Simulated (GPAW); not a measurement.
Geometry relaxation, with input and output: InH$_{2}$O (part 5 of 5)

InH$_{2}$O, multiplicity 2, SMILES [OH][InH]; PBE/plane waves, UKS, dispersion D3(0), scalar-relativistic datasets (GPAW 26.7.0). The atoms were displaced at random from an optimised geometry.

Geometry of the input (Å):
```
O  -0.3189  -1.0639  0.2945
In 0.5730  0.7888  -0.0376
H  0.2545  -1.6209  0.8027
H  -0.4403  1.8312  -1.0014
```

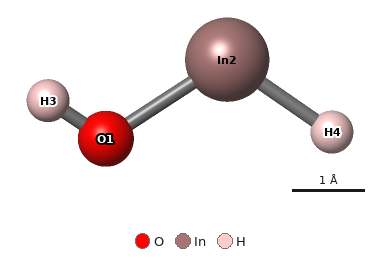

**Figure 1.** The geometry at step 22 of the log (ball-and-stick view, seen on its broad side; atoms are numbered from 1 in the order of the input).

### Trajectory as extended XYZ, continued
```
4
Properties=species:S:1:pos:R:3:forces:R:3 step=18 energy=-14.64881
O     5.1231    5.6026    6.3631    0.0086   0.0080  -0.0087
In    6.0170    7.3854    5.9663    0.0011  -0.0058  -0.0097
H     5.6979    4.9724    6.8328   -0.0046  -0.0002   0.0204
H     4.9857    8.4746    4.9921   -0.0030   0.0008   0.0112
4
Properties=species:S:1:pos:R:3:forces:R:3 step=19 energy=-14.64883
O     5.1234    5.6020    6.3622    0.0063   0.0298  -0.0147
In    6.0174    7.3857    5.9657   -0.0017  -0.0201  -0.0042
H     5.6975    4.9727    6.8337    0.0033  -0.0086   0.0253
H     4.9855    8.4746    4.9928   -0.0053   0.0038   0.0081
4
Properties=species:S:1:pos:R:3:forces:R:3 step=20 energy=-14.64888
O     5.1239    5.6019    6.3623    0.0029   0.0417  -0.0187
In    6.0182    7.3858    5.9645   -0.0023  -0.0300   0.0011
H     5.6968    4.9733    6.8357    0.0091  -0.0129   0.0275
H     4.9851    8.4747    4.9941   -0.0080   0.0069   0.0046
4
Properties=species:S:1:pos:R:3:forces:R:3 step=21 energy=-14.64908
O     5.1251    5.6025    6.3640   -0.0013   0.0620  -0.0266
In    6.0220    7.3845    5.9594   -0.0032  -0.0507   0.0132
H     5.6941    4.9768    6.8455    0.0189  -0.0201   0.0289
H     4.9828    8.4750    5.0001   -0.0135   0.0143  -0.0044
4
Properties=species:S:1:pos:R:3:forces:R:3 step=22 energy=-14.64931
O     5.1270    5.6039    6.3664   -0.0024   0.0577  -0.0219
In    6.0281    7.3815    5.9523   -0.0049  -0.0511   0.0176
H     5.6901    4.9825    6.8603    0.0191  -0.0187   0.0205
H     4.9789    8.4757    5.0090   -0.0126   0.0165  -0.0096
4
Properties=species:S:1:pos:R:3:forces:R:3 step=23 energy=-14.64942
O     5.1283    5.6054    6.3685   -0.0038   0.0304  -0.0097
In    6.0319    7.3787    5.9482   -0.0042  -0.0274   0.0098
H     5.6877    4.9860    6.8696    0.0115  -0.0105   0.0087
H     4.9763    8.4766    5.0143   -0.0053   0.0108  -0.0066
4
Properties=species:S:1:pos:R:3:forces:R:3 step=24 energy=-14.64945
O     5.1283    5.6064    6.3700   -0.0051   0.0083  -0.0050
In    6.0324    7.3776    5.9479   -0.0021  -0.0064   0.0016
H     5.6875    4.9865    6.8711    0.0056  -0.0049   0.0036
H     4.9757    8.4770    5.0150    0.0001   0.0054  -0.0020
4
Properties=species:S:1:pos:R:3:forces:R:3 step=25 energy=-14.64945
O     5.1280    5.6064    6.3698   -0.0041   0.0011   0.0023
In    6.0318    7.3776    5.9487   -0.0014   0.0002  -0.0015
H     5.6880    4.9859    6.8697    0.0017  -0.0012  -0.0008
H     4.9760    8.4770    5.0140    0.0018   0.0034  -0.0002
```

### Key numbers

- outcome: converged
- energy relative to the program's reference atoms: −14.6495 eV
- dispersion energy: −0.000215 hartree
- largest force: 0.005 eV/Å
- dipole moment: 2.02 D
- wall time: 5 min
- peak memory: 0.97 GiB
